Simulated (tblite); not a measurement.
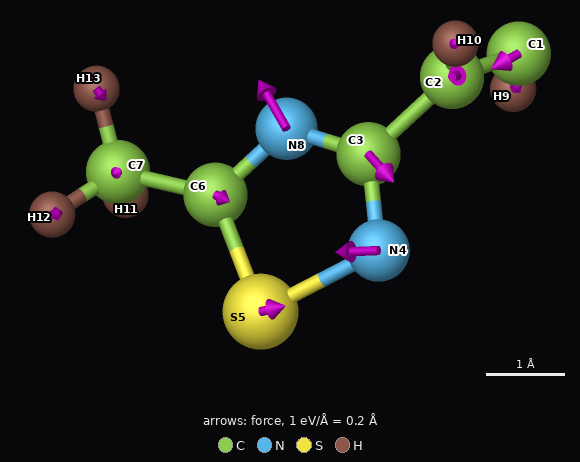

Starting geometry of C$_{5}$H$_{5}$N$_{2}$S (multiplicity 2) with the computed forces as purple arrows. Style: ball-and-stick. Shown from a free direction.

Computed with GFN2-xTB geometry optimisation, gas phase (tblite 0.8.0). 

**Is this structure relaxed? If not, where do the atoms go?**

It isn't relaxed: the largest force vector, on N8, is 4.15 eV/Å. The final displacements have little in common with the starting forces (cosine between the two patterns 0.09). The atom that moves furthest after the best rigid fit is H10 (1.47 Å). Largest moves by element: H 1.47 Å, S 0.96 Å, N 0.70 Å, C 0.49 Å. Among the contacts that change: N4–S5 1.838 → 1.628 Å, C3–N8 1.294 → 1.356 Å, C2–C3 1.514 → 1.463 Å, C7–H12 1.116 → 1.087 Å. Bond angles that change, for instance: C2–C1–H9 120.4° → 138.1°, C3–N8–C6 121.6° → 110.3°, C3–N4–S5 102.4° → 110.0°. Groups turn about C2–C3 by about 80°, C6–C7 by about 25°. After 88 geometry steps the energy has fallen by 1.118 eV. The run took 0.41 s on 1 thread of Arm Neoverse V2, on a shared host.
